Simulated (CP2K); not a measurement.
Band structure of Li3Mg (Pm-3m, 4 atoms in the cell).

```
CELL_PARAMETERS angstrom
      4.30430     0.00000     0.00000
      0.00000     4.30430     0.00000
      0.00000     0.00000     4.30430
ATOMIC_POSITIONS crystal
  Li 0.50000 0.50000 0.00000
  Li 0.00000 0.50000 0.50000
  Li 0.50000 0.00000 0.50000
  Mg 0.00000 0.00000 0.00000
```

Method of the run: CP2K with PBEsol, GPW, DZVP-MOLOPT-SR-GTH basis, GTH-PBE potentials (GTH_POTENTIALS).

Settings: CUTOFF = 1000 Ry; REL_CUTOFF = 50 Ry; SMEAR/METHOD = GAUSSIAN; SIGMA = 0.1 eV; KPOINTS/SCHEME = MONKHORST-PACK 10 10 10; GAMMA_CENTERED = T; XC_FUNCTIONAL = PBE:PBESOL; Li/BASIS_SET = DZVP-MOLOPT-SR-GTH-q3; Li/POTENTIAL = GTH-PBE-q3; Mg/BASIS_SET = DZVP-MOLOPT-SR-GTH-q10; Mg/POTENTIAL = GTH-PBE-q10; METHOD = GPW; EPS_DEFAULT = 1e-10; EXTRAPOLATION = USE_GUESS.

The starting cell comes from a database of computed structures (which also holds hypothetical and non-ambient phases and stackings), without a prior relaxation at this level. Its lattice was rescaled by a random factor within 2.5 % of one. Values carry the incompleteness of an atom-centred basis. The potentials were made for another functional than the one used.

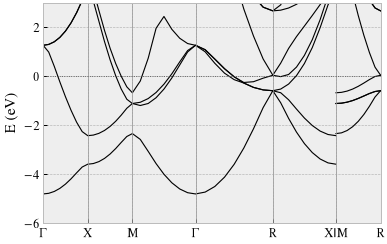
Fig. 1. Bands along the path, energies from the Fermi level.

Levels in eV from the Fermi level, bands 6 to 11:
| point | 6 | 7 | 8 | 9 | 10 | 11 |
|---|---|---|---|---|---|---|
| Γ | -42.28 | -42.28 | -4.80 | 1.27 | 1.27 | 1.27 |
| X | -42.28 | -42.28 | -3.59 | -2.42 | 3.51 | 3.51 |
| M | -42.28 | -42.28 | -2.34 | -1.11 | -1.11 | -0.67 |
| R | -42.28 | -42.28 | -0.59 | -0.59 | -0.59 | 0.04 |

Bands cross the Fermi level along this path, so the cell is metallic at this level.

Higher empty bands are left out: an atom-centred basis made for the valence describes them poorly.
